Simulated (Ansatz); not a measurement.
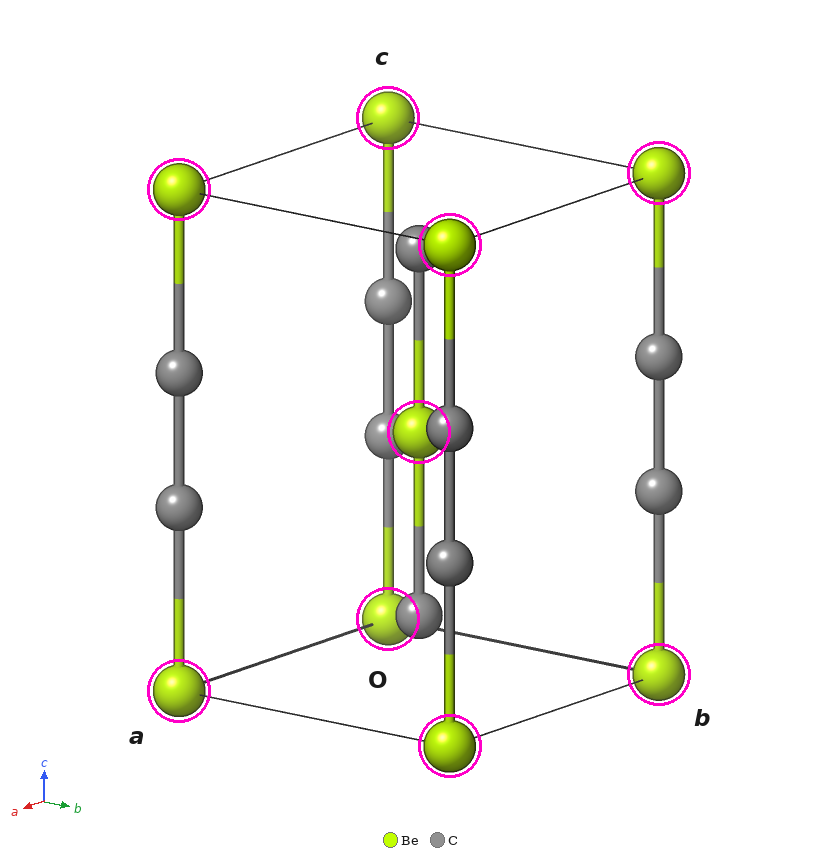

For BeC2, the geometry relaxed (final pressure about 30 GPa) with DFT LDA, scalar-relativistic, plane waves, PAW (Ansatz 0.2.0); the starting structure was generated, so it need not be a known form of this composition: one unit cell; the ringed atoms, with their copies on corners, edges and faces, form one crystallographic orbit. All values are computed from the atomic coordinates in the standard setting (tolerance 0.002 Å).

a = 3.042 Å, b = 3.042 Å, c = 4.626 Å, α = 90.00°, β = 90.00°, γ = 90.00°; space group I4/mmm (No. 139).

### Which Wyckoff position do the ringed atoms fill?

Be on 2a, site symmetry 4/mmm: 32 operations a cell over 16 that keep the site give 2 atoms, with 0 free parameters.

### List their coordinates.

(0, 0, 0); (1/2, 1/2, 1/2).
